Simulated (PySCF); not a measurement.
SMILES c1cc(F)ccc1C#C, singlet at its GFN2-xTB optimised geometry (Å):

```
14

C     -1.9788    -2.4514    -0.0009
C     -1.3755    -1.4136    -0.0010
C     -0.6655    -0.1885     0.0000
C     -1.3590     1.0224     0.0003
C     -0.6695     2.2190     0.0003
C      0.7142     2.1916     0.0000
F      1.3911     3.3595    -0.0001
C      1.4257     1.0045     0.0000
C      0.7299    -0.1885     0.0000
H     -2.5041    -3.3595    -0.0018
H     -2.4386     1.0170     0.0003
H     -1.1866     3.1656     0.0005
H      2.5041     1.0260     0.0000
H      1.2616    -1.1281    -0.0002
```

Computed with PySCF 2.14.0 with PBE/def2-TZVP.

Map of the LUMO amplitude (bohr^(-3/2)) on the plane z = 1.2 Å; orbital energy -1.87 eV, overall sign arbitrary:

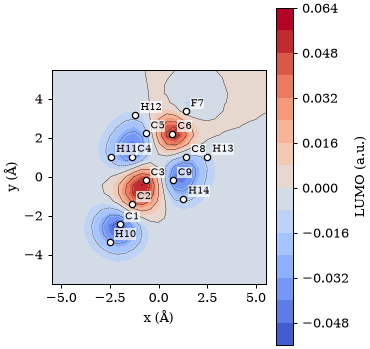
Figure. LUMO amplitude (bohr^(-3/2)) on the plane z = 1.2 Å.
